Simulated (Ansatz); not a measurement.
**A workflow on SnH3OF (SMILES [OH][SnH2][F])**

We compute a series of 10 runs (HF/STO-3G, UHF/STO-3G, HF/3-21G, UHF/3-21G, PBE/def2-SVP) of FH3OSn. 

Program for the calculation: Ansatz 0.2.0.

### Step 1. The structure to begin with

The species is SnH3OF (6 atoms), meant as a singlet with charge 0. SMILES: `[OH][SnH2][F]`. The coordinates come from a PBE0-D4/def2-TZVP relaxation. This is one conformer, not always the lowest. The run starts from this shape.

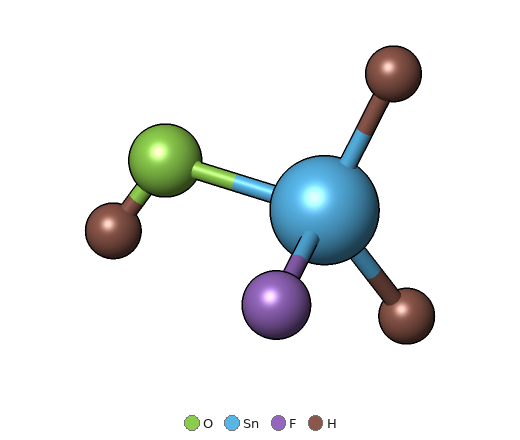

Viewed from a chosen angle; oxygen green, tin blue, fluorine purple, hydrogen brown.

### Step 2. A structure relaxation at HF/STO-3G (start density atoms) (run 1)

Contents of in.yaml:

```yaml
crystal:
  periodic: [false, false, false]
  atoms:
    - symbol: O
      position_ang: [-1.414400, -0.333000, -0.425000]
    - symbol: Sn
      position_ang: [0.302300, 0.255900, 0.283700]
    - symbol: F
      position_ang: [1.409100, -1.315100, 0.302100]
    - symbol: H
      position_ang: [-1.368600, -0.685700, -1.316700]
    - symbol: H
      position_ang: [1.096100, 1.317100, -0.782100]
    - symbol: H
      position_ang: [0.017500, 0.696700, 1.891900]
basis:
  gaussian:
    orbitals: STO-3G
hamiltonian:
  xc: hf
relax:
  f_tol: 0.002
output:
  orbitals: {seedname: orbitals}
```

On the command line:

```
$ ansatz run in.yaml --threads 1 --pin off --max-ram 3480MiB --events-out events.jsonl --progress --plain --runs-dir runs
```

The log of the run:

```text
Warning: RAYON_NUM_THREADS=1 ignored (pool sized by the plan → 1); use --threads N
The last accepted step is kept in runs//last_step.txt (removed where the run ends without a failure and the disk answers)
[... 49 lines left out ...]
Total energy: -166994.28876846 eV, -6136.9269194464 hartree
[... 6 lines left out ...]
Dipole moment:     0.147426     0.267519    -0.100819 e Å
```

Run time: 9 s. Hardware: 1 thread of Arm Neoverse V1, shared host; peak memory 0.11 GiB.

Steps, from the record of the run:

| step | energy from the first frame kept (eV) | largest force (eV/Å) |
| --- | --- | --- |
| 1 | 0.0000 | 2.1632 |
| 2 | -0.1137 | 0.9741 |
| 3 | -0.1804 | 0.1506 |
| 4 | -0.1820 | 0.0760 |
| 5 | -0.1822 | 0.0279 |
| 6 | -0.1822 | 0.0015 |

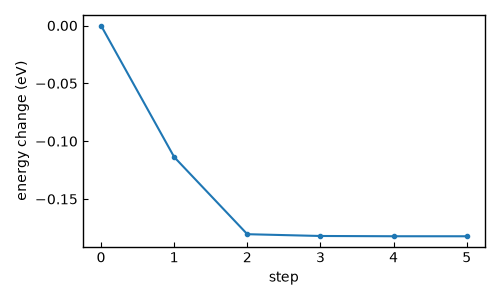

Energy along the run.

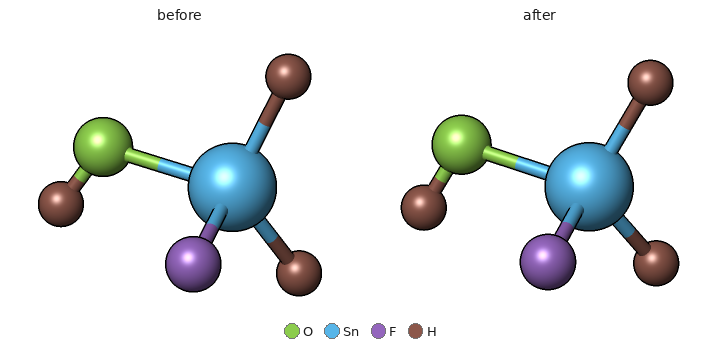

Before and after, at one scale.

After the run. Bond lengths: O1–Sn2 1.939 Å, Sn2–F3 1.891 Å, O1–H4 0.987 Å, Sn2–H5 1.631 Å, Sn2–H6 1.628 Å. Angles: O1–Sn2–F3 105.0°, O1–Sn2–H5 111.6°, O1–Sn2–H6 107.7°, F3–Sn2–H5 108.2°, F3–Sn2–H6 110.1°, Sn2–O1–H4 108.0°, H5–Sn2–H6 114.0°.

### Step 3. Vibrational wavenumbers at HF/STO-3G (start density atoms) (run 2)

Contents of molecule.yaml:

```yaml
crystal:
  periodic: [false, false, false]
  atoms:
    - {symbol: O, position_ang: [-1.420970, -0.341022, -0.404409]}
    - {symbol: Sn, position_ang: [0.301368, 0.223486, 0.283823]}
    - {symbol: F, position_ang: [1.361518, -1.342017, 0.288964]}
    - {symbol: H, position_ang: [-1.287909, -0.671453, -1.324880]}
    - {symbol: H, position_ang: [1.011402, 1.316001, -0.697081]}
    - {symbol: H, position_ang: [0.076590, 0.750905, 1.807484]}
basis:
  gaussian: {orbitals: STO-3G}
phonons: {temperatures: {t_min: 298.15, t_max: 298.15, t_step: 1}}
hamiltonian: {xc: hf}
```

On the command line:

```
$ ansatz run molecule.yaml --threads 1 --pin off --max-ram 3480MiB --events-out events.jsonl --progress --plain --runs-dir runs
```

The log of the run:

```text
Warning: RAYON_NUM_THREADS=1 ignored (pool sized by the plan → 1); use --threads N
[... 201 lines left out ...]
Total energy: -166994.28876373 eV, -6136.9269192727 hartree
[... 6 lines left out ...]
Dipole moment:     0.147427     0.267518    -0.100820 e Å
Vibrations: 152.28 207.83 516.31 645.75 670.79 685.32 809.87 907.02 1159.66 2285.68 2307.04 4222.07 cm⁻¹, zero-point energy 0.903200 eV
```

Wall time 33 s (1 thread of Arm Neoverse V1, shared host); peak memory 0.1 GiB.

Runs 3 to 9 aren't shown in full; the table further down has their settings and results.

### Step 4. Vibrational wavenumbers at PBE/def2-SVP (core potential, start density atoms) (run 10)

Contents of molecule.yaml:

```yaml
crystal:
  periodic: [false, false, false]
  atoms:
    - {symbol: O, position_ang: [-1.462081, -0.354308, -0.414369]}
    - {symbol: Sn, position_ang: [0.311332, 0.249356, 0.283176]}
    - {symbol: F, position_ang: [1.458366, -1.344037, 0.316986]}
    - {symbol: H, position_ang: [-1.378743, -0.658731, -1.338894]}
    - {symbol: H, position_ang: [1.109120, 1.332967, -0.801232]}
    - {symbol: H, position_ang: [0.004007, 0.710653, 1.908234]}
basis:
  gaussian:
    orbitals: def2-SVP
hamiltonian:
  xc: {name: PBE}
phonons:
  temperatures: {t_min: 298.15, t_max: 298.15, t_step: 1}
```

On the command line:

```
$ ansatz run molecule.yaml --threads 1 --pin off --max-ram 3480MiB --events-out events.jsonl --progress --plain --runs-dir runs
```

The log of the run:

```text
Warning: RAYON_NUM_THREADS=1 ignored (pool sized by the plan → 1); use --threads N
[... 21 lines left out ...]
756 factors; their error is unknown
[... 20 lines left out ...]
756 factors; their error is unknown
[... 20 lines left out ...]
756 factors; their error is unknown
[... 19 lines left out ...]
756 factors; their error is unknown
[... 20 lines left out ...]
756 factors; their error is unknown
[... 20 lines left out ...]
756 factors; their error is unknown
[... 20 lines left out ...]
756 factors; their error is unknown
[... 19 lines left out ...]
756 factors; their error is unknown
[... 5 lines left out ...]
756 factors; their error is unknown
[... 4 lines left out ...]
756 factors; their error is unknown
[... 4 lines left out ...]
756 factors; their error is unknown
[... 4 lines left out ...]
756 factors; their error is unknown
[... 4 lines left out ...]
756 factors; their error is unknown
[... 5 lines left out ...]
756 factors; their error is unknown
[... 10 lines left out ...]
Dipole moment:    -0.008426     0.441507    -0.174766 e Å
Vibrations: 160.16 224.42 423.39 499.54 598.71 606.62 630.53 638.17 854.82 1852.63 1907.94 3712.52 cm⁻¹, zero-point energy 0.750690 eV
```

Run time: 40 s. Hardware: 1 thread of Arm Neoverse V1, shared host; peak memory 0.099 GiB.

### Step 5. The series

| run | level | task | walk f tol | partner | energy (Eh) | dipole moment (D) | wall time |
| --- | --- | --- | --- | --- | --- | --- | --- |
| 1 | HF/STO-3G (start density atoms) | optimise | 0.002 | base | -6136.926919 | 1.54 | 9 s |
| 2 | HF/STO-3G (start density atoms) | frequencies | – | base | -6136.926919 | 1.55 | 33 s |
| 3 | UHF/STO-3G (start density atoms) | energy | – | cation | -6136.705134 | – | 3 s |
| 4 | UHF/STO-3G (start density atoms) | optimise | – | cation | -6136.739831 | – | 24 s |
| 5 | HF/3-21G (start density atoms) | optimise | 0.002 | base | -6171.813333 | 1.44 | 14 s |
| 6 | HF/3-21G (start density atoms) | frequencies | – | base | -6171.813334 | 1.44 | 38 s |
| 7 | UHF/3-21G (start density atoms) | energy | – | cation | -6171.457644 | – | 6.9 s |
| 8 | UHF/3-21G (start density atoms) | optimise | – | cation | -6171.498705 | – | 30 s |
| 9 | PBE/def2-SVP (core potential, start density atoms) | optimise | 0.002 | base | -390.859766 | 2.28 | 16 s |
| 10 | PBE/def2-SVP (core potential, start density atoms) | frequencies | – | base | -390.859765 | 2.28 | 40 s |

### Step 6. Results

| quantity | value |
| --- | --- |
| run 10, PBE/def2-SVP: total energy | -390.85977 Eh |
| run 10, PBE/def2-SVP: dipole moment | 2.28 D |
| run 10, PBE/def2-SVP: largest force on an atom | 0.001 eV/Å |
| run 10, PBE/def2-SVP: lowest harmonic wavenumber | 160 cm⁻¹ |
| run 10, PBE/def2-SVP: highest harmonic wavenumber | 3713 cm⁻¹ |
| run 10, PBE/def2-SVP: zero-point energy | 72.4 kJ/mol |
| vertical ionisation energy (to the doublet cation), HF/STO-3G | 6.035 eV |
| vertical ionisation energy (to the doublet cation), HF/3-21G | 9.679 eV |
| adiabatic ionisation energy (to the doublet cation, no zero-point term), HF/STO-3G | 5.091 eV |
| adiabatic ionisation energy (to the doublet cation, no zero-point term), HF/3-21G | 8.561 eV |

At HF/STO-3G: the vertical ionisation energy comes to 6.04 eV (139 kcal/mol). In a minimal basis such a difference can be off by several eV, whatever the method. At HF/3-21G: the vertical ionisation energy comes to 9.68 eV (223 kcal/mol). At HF/STO-3G: the adiabatic ionisation energy (to the doublet cation, no zero-point term) is 5.09 eV (491 kJ/mol). At HF/3-21G: the adiabatic ionisation energy (to the doublet cation, no zero-point term) is 8.56 eV (826 kJ/mol). Some runs of one species differ in core potentials or relativity; totals across that change don't compare. In runs 1, 2, 3, 4 the basis is minimal, so the values are rough. In runs 1, 2, 3, 4, 5, 6, 7, 8 relativity is left out where basis or elements ask for it. All runs together took 3.6 min, the longest 40 s.
